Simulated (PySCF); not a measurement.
# SrO₂: relaxation and vibrations of the singlet

Where does singlet SrO₂ go from a linear start, is the end point a minimum, and what are its modes, charges and moments?

Method: PBE, basis Sr def2-TZVP with ECP28, O def2-TZVP, scalar-relativistic core potentials, no spin–orbit coupling, density fitting; program: PySCF 2.14.0.

### 1 The starting structure

3 atoms, charge 0, spin multiplicity 1.

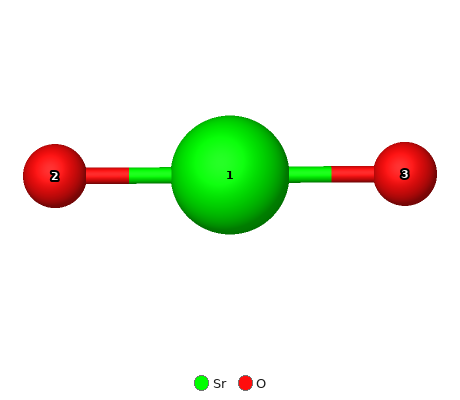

Start geometry, drawn with strontium green, oxygen red; atoms are numbered from 1 in the order of the file.

```xyz
3
charge 0 multiplicity 1
Sr    0.0000    0.0000    0.0000
O     0.0000    0.0000    2.1400
O     0.0000    0.0000   -2.1400
```

### 2 First SCF at the start

One driver script runs all steps and calls PySCF; scf.py shows how it sets up the SCF of each step. The optimiser is the driver's own. After this first run the driver tries any further starts and a stability analysis.

The input, scf.py:

```python
from pyscf import gto, scf, dft
mol = gto.M(atom='''
Sr     0.000000     0.000000     0.000000
O      0.000000     0.000000     2.140000
O      0.000000     0.000000    -2.140000''',
    basis={'Sr': 'def2-TZVP', 'O': 'def2-TZVP'},
    ecp={'Sr': 'def2-TZVP'},
    charge=0, spin=0)
mf = dft.RKS(mol, xc='PBE')
mf.grids.atom_grid = (50, 194)
aux = {'Sr': 'def2-universal-JKFIT', 'O': 'def2-universal-JKFIT'}
mf = mf.density_fit(auxbasis=aux)
mf.conv_tol = 1e-08
mf.diis_space = 10
mf.max_cycle = 60
mf.init_guess = 'minao'
mf.verbose = 4
mf.kernel()
```

Run with:

```sh
OMP_NUM_THREADS=2 python axn.py task.json out
```

Output, cut to the lines that bear on the results:

```text
[... the frontier levels of the middle cycles are left out ...]
init E= -179.238618261405
  HOMO = -0.510374499274245  LUMO = -0.501613296072278  gap/eV = 0.23840
cycle= 1 E= -180.79123405313  delta_E= -1.55  |g|= 0.847  |ddm|= 2.98
  HOMO = -0.0631214158095809  LUMO = -0.0560211023192257  gap/eV = 0.19321
cycle= 2 E= -179.928257224544  delta_E= 0.863  |g|= 2.13  |ddm|= 1.81
  HOMO = -0.237573899222201  LUMO = -0.233166967396044  gap/eV = 0.11992
cycle= 3 E= -180.928184588527  delta_E=   -1  |g|= 0.346  |ddm|= 1.32
cycle= 4 E= -180.9589027341  delta_E= -0.0307  |g|= 0.0738  |ddm|= 0.332
cycle= 5 E= -180.960007578842  delta_E= -0.0011  |g|= 0.0182  |ddm|= 0.0427
cycle= 6 E= -180.960076513758  delta_E= -6.89e-05  |g|= 0.00475  |ddm|= 0.0118
cycle= 7 E= -180.960081513753  delta_E= -5e-06  |g|= 0.000269  |ddm|= 0.00278
cycle= 8 E= -180.960081529942  delta_E= -1.62e-08  |g|= 1.05e-05  |ddm|= 0.000148
cycle= 9 E= -180.960081528608  delta_E= 1.33e-09  |g|= 7.28e-05  |ddm|= 0.000105
Extra cycle  E= -180.960080778859  delta_E= 7.5e-07  |g|= 0.00151  |ddm|= 0.00362
SCF not converged.
init E= -179.238618261405
cycle= 1 E= -180.79123405313  delta_E= -1.55  |g|= 0.847  |ddm|= 2.98
cycle= 2 E= -179.928257224544  delta_E= 0.863  |g|= 2.13  |ddm|= 1.81
cycle= 3 E= -180.914496780179  delta_E= -0.986  |g|= 0.483  |ddm|= 1.03
cycle= 4 E= -180.869048577851  delta_E= 0.0454  |g|= 0.425  |ddm|= 1.69
cycle= 5 E= -180.94129713405  delta_E= -0.0722  |g|= 0.313  |ddm|= 1.63
[... 15 cycles left out ...]
SCF not converged.
init E= -180.960069559826
[... 16 cycles left out ...]
cycle= 17 E= -180.960081399754  delta_E= -1.96e-08  |g|= 0.000272  |ddm|= 0.000142
cycle= 18 E= -180.960081416626  delta_E= -1.69e-08  |g|= 0.000244  |ddm|= 0.000144
cycle= 19 E= -180.960081432119  delta_E= -1.55e-08  |g|= 0.000217  |ddm|= 0.000146
cycle= 20 E= -180.960081437116  delta_E= -5e-09  |g|= 0.000237  |ddm|= 7.4e-05
cycle= 21 E= -180.960081441266  delta_E= -4.15e-09  |g|= 0.00024  |ddm|= 5.2e-05
cycle= 22 E= -180.960081442419  delta_E= -1.15e-09  |g|= 0.000249  |ddm|= 2.29e-05
cycle= 23 E= -180.960081445403  delta_E= -2.98e-09  |g|= 0.000242  |ddm|= 3.03e-05
cycle= 24 E= -180.960081446394  delta_E= -9.92e-10  |g|= 0.000246  |ddm|= 1.73e-05
cycle= 25 E= -180.960081450235  delta_E= -3.84e-09  |g|= 0.000233  |ddm|= 4.03e-05
cycle= 26 E= -180.960081452477  delta_E= -2.24e-09  |g|= 0.000232  |ddm|= 2.86e-05
cycle= 27 E= -180.96008145378  delta_E= -1.3e-09  |g|= 0.000234  |ddm|= 2.16e-05
cycle= 28 E= -180.960081453963  delta_E= -1.84e-10  |g|= 0.00024  |ddm|= 2.47e-05
cycle= 29 E= -180.9600814693  delta_E= -1.53e-08  |g|= 0.000166  |ddm|= 0.000151
cycle= 30 E= -180.96008147145  delta_E= -2.15e-09  |g|= 0.000194  |ddm|= 5.35e-05
SCF not converged.
macro= 0  E= -180.960081529756  delta_E= -5.83056e-08  |g|= 0.000193827  1 KF 3 JK
macro= 1  E= -180.960081529756  delta_E= -2.84217e-13  |g|= 3.02514e-05  1 KF 2 JK
macro X = 2  E=-180.960081529756  |g|= 3.02514e-05  total 3 KF 8 JK
converged SCF energy = -180.960081529756
```

This step, with its further starts and checks, needed 8.2 s of wall time on 2 threads of Arm Neoverse V2, shared host.

Energies from each starting density:

```tsv
start	energy (Eh)
the minimal-basis guess	-180.960082
a thermally smeared density	-180.960082
a smeared PBE density	-180.960082
```

Where DIIS stalls, the driver goes on with a level shift of 0.3 Eh and then with a second-order solver.

No lower closed-shell solution turned up from the other starts or in the test of internal stability.

### 3 Linear start, singlet: relaxation

The program finds D∞h symmetry in the start, which this walk keeps.

Changes to scf.py since step 2:

```diff
@@ -16 +15,0 @@
-mf.init_guess = 'minao'
```

Energy and gradient, step by step:

```tsv
step	energy (Eh)	change (kJ/mol)	largest symmetric gradient (Eh/bohr)
0	-180.960082	0.00	0.03538
1	-180.968008	-20.81	0.02631
2	-180.974492	-37.83	0.00853
3	-180.974906	-38.92	0.00205
4	-180.974942	-39.02	0.00014
5	-180.974943	-39.02	0.00000
```

The walk took 7.9 s.

Geometry (Å) and forces (eV/Å) at some steps:

```
step 0
Sr   0.000   0.000   0.000   0.000   0.000   0.000
O    0.000   0.000   2.140   0.000   0.000  -1.819
O    0.000   0.000  -2.140   0.000   0.000   1.819
step 1
Sr   0.000   0.000   0.000   0.000   0.000   0.000
O    0.000   0.000   2.073   0.000   0.000  -1.353
O    0.000   0.000  -2.073   0.000   0.000   1.353
step 3
Sr   0.000   0.000   0.000   0.000   0.000   0.000
O    0.000   0.000   1.951   0.000   0.000  -0.105
O    0.000   0.000  -1.951   0.000   0.000   0.105
step 5
Sr   0.000   0.000   0.000   0.000   0.000   0.000
O    0.000   0.000   1.943   0.000   0.000   0.000
O    0.000   0.000  -1.943   0.000   0.000   0.000
```

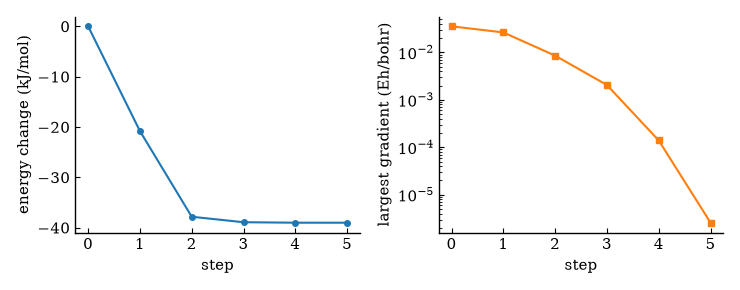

Energy and largest gradient along the walk.

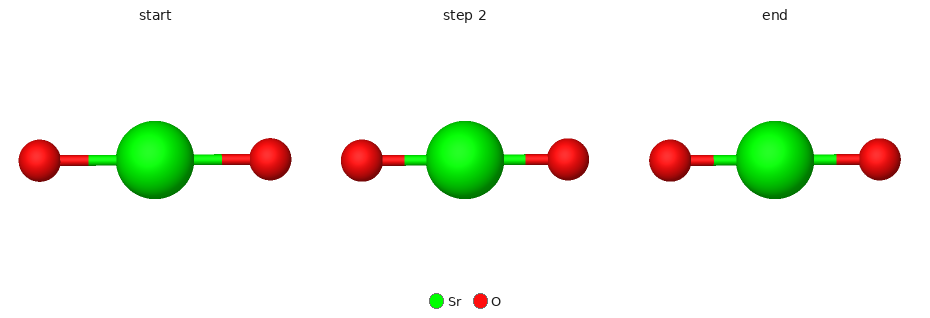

Start and end of the relaxation, with a step between.

End point (D∞h, 5 steps, 39.0 kJ/mol gained): Sr–O 1.943 Å (×2); O–Sr–O 180.0°.

### 4 Hessian and properties

On the finer grid the gradient is checked again; gradients at displacements of ±0.02 bohr then give force constants and infrared intensities.

Changes to scf.py since step 3:

```diff
@@ -3,3 +3,3 @@
-Sr     0.000000     0.000000     0.000000
-O      0.000000     0.000000     2.140000
-O      0.000000     0.000000    -2.140000''',
+Sr     0.000000    -0.000000     0.000000
+O      0.000000     0.000000     1.944951
+O     -0.000000    -0.000000    -1.944951''',
@@ -10 +10 @@
-mf.grids.atom_grid = (50, 194)
+mf.grids.atom_grid = (75, 302)
@@ -13 +13 @@
-mf.conv_tol = 1e-08
+mf.conv_tol = 1e-10
```

The driver hands on the density of the step before, so the log starts near convergence.

Log of the central SCF (cycles and frontier levels):

```text
init E= -180.975085904997
  HOMO = -0.224267740691402  LUMO = -0.186251390282958  gap/eV = 1.03448
cycle= 1 E= -180.975085904997  delta_E= -5.68e-13  |g|= 1.07e-06  |ddm|= 1.85e-06
  HOMO = -0.224267710835501  LUMO = -0.186251361229345  gap/eV = 1.03448
Extra cycle  E= -180.975085904989  delta_E= 8.3e-12  |g|= 6.35e-06  |ddm|= 2.99e-06
converged SCF energy = -180.975085904989
```

The whole step took 15 s.

Geometry: D∞h; Sr–O 1.945 Å (×2); O–Sr–O 180.0°.

Modes, for the most abundant isotopes:

| symmetry | ω (cm⁻¹) | IR (km/mol) |
| --- | --- | --- |
| πu | 167 | 127 |
| σg+ | 480 | 0.0 |
| σu+ | 658 | 109 |

Every mode is real; the point is a minimum.

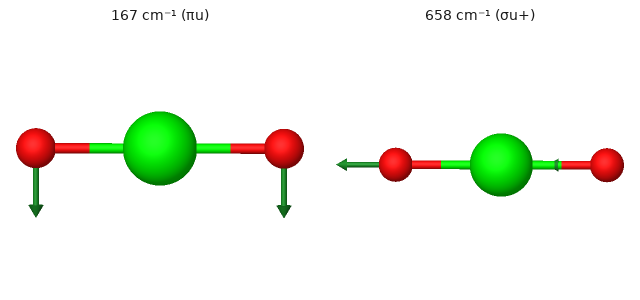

How the atoms move in 2 of the modes.

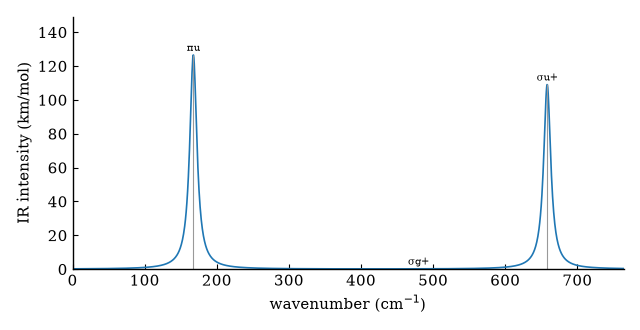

The harmonic infrared spectrum (widths in cm⁻¹). Lines are broadened to a width of 12 cm⁻¹ (Lorentzian).

Constants and moments:

- Dipole moment: 0.00 D
- Highest occupied level: -6.10 eV
- Lowest empty level: -5.07 eV
- Rotational constants: 0.1393 cm⁻¹
- Zero-point energy: 8.8 kJ/mol
- Principal polarisabilities: 25.0, 25.0, 81.1 bohr³
- Atomisation energy without zero-point energy: 713 kJ/mol
- Principal traceless quadrupole moments about the centre of mass: -21.45, 10.73, 10.73 D Å
- Entropy at 298.15 K and 1 bar: 256.9 J/(mol K)
- Heat capacity Cp at 298.15 K: 54.1 J/(mol K)
- Enthalpy at 298.15 K above 0 K: 12.87 kJ/mol
- Rotational symmetry number: 2

Charges (e) and bond orders:

```
atom  Mulliken  Löwdin  polar tensor  Mayer order to Sr1
 Sr1      1.19    0.86          1.36                   –
O2,3     -0.59   -0.43         -0.68                0.95
```

Mulliken populations on Sr1 (outside its core potential): s 2.01, p 5.95, d 0.85.

### 5 Stability of the closed shell

At the lowest minimum the closed shell is tested against spin polarisation, on the (50, 194) grid. It is unstable: an open-shell solution lies lower. That solution was not followed to a minimum here.

### 6 Summary of results

| quantity | value |
| --- | --- |
| minimum | singlet, D∞h (closed shell, unstable towards spin polarisation) |
| geometry | Sr–O 1.945 Å (×2); O–Sr–O 180.0° |
| wavenumbers (cm⁻¹) | 167 (πu), 480 (σg+), 658 (σu+) |
| dipole moment | 0.00 D |
| highest occupied, lowest empty level | -6.10, -5.07 eV |
| polar-tensor charge of Sr1 | +1.36 e |
| zero-point energy | 8.8 kJ/mol |

In words: The linear start keeps its D∞h symmetry and ends in a minimum. In the infrared the band at 167 cm⁻¹ (πu, bend) leads. The dipole vanishes although Sr1 carries +1.4 e by the polar tensor: the bond dipoles cancel. Other starts or spin states, not run here, may lie lower. Spin polarisation would lower this closed shell, so its numbers describe a constrained state.

The search up to here needed 34 s of wall time on 2 threads of Arm Neoverse V2, shared host.
